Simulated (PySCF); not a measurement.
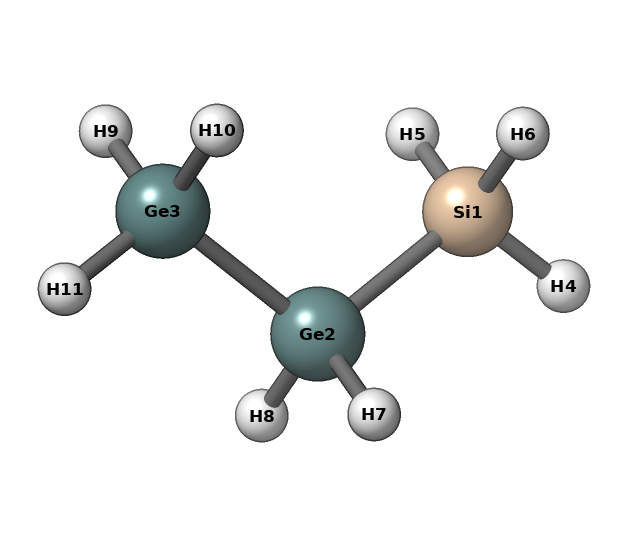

Computed geometry: PBE0-D3(BJ)/def2-SVP optimisation. No frequency run is at hand to confirm it as a minimum. Method: delta-SCF UKS PBE0, pcX-2 on the ionised atom, pcseg-1 elsewhere, spin-free X2C (PySCF 2.14.0).

Give the core-electron binding energies (to vacuum; p and d levels without spin–orbit splitting) of Si1 1s, Si1 2p.

```
atom  level  binding energy (eV)
 Si1     1s               1844.1
 Si1     2p                106.4
```
